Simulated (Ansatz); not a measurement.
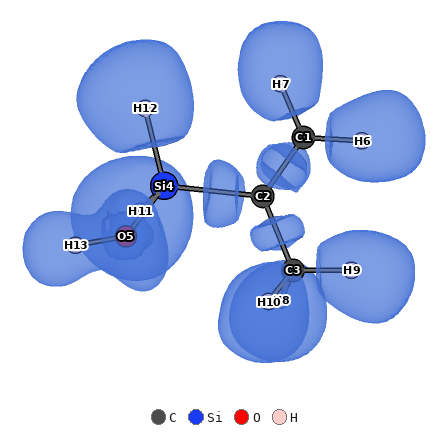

The picture shows: C3H8OSi (SMILES C=C(C)[SiH2]O). Isosurface of the ELF at 0.75 (blue), seen across its widest extent. Only the valence region is drawn (cores and ρ < 0.01 e/Å³ removed).

Theory: RKS PBE/def2-SVP (Ansatz 0.2.0).

```xyz
13

C    -1.1815    0.9907    0.4172
C    -0.4840   -0.0341   -0.1221
C    -1.0126   -0.8772   -1.2559
Si    1.2143   -0.4401    0.5737
O     2.2737   -0.4890   -0.7404
H    -2.1943    1.2545    0.0599
H    -0.7723    1.6112    1.2322
H    -1.0950   -1.9455   -0.9583
H    -2.0113   -0.5365   -1.5987
H    -0.3154   -0.8527   -2.1202
H     1.2090   -1.7862    1.2662
H     1.5966    0.6090    1.5884
H     3.1382   -0.8977   -0.5628
```

Question: Identify the bonds, lone pairs and shells in this picture.

Answer: At this value the surface marks out two regions between bonded C–C atoms (shared pairs), one region between bonded C–Si atoms (shared pairs), seven regions around hydrogen nuclei and one joined region spread over several atoms (H, O), in which their bonds and any lone pairs are merged. Profiles from the grid: C–C (1.35 Å): the ELF peaks at about 0.90 between the atoms, as expected for a covalent bond. Si–O (1.69 Å): the ELF peaks at about 0.90 between the atoms; a shared but strongly polarised pair.
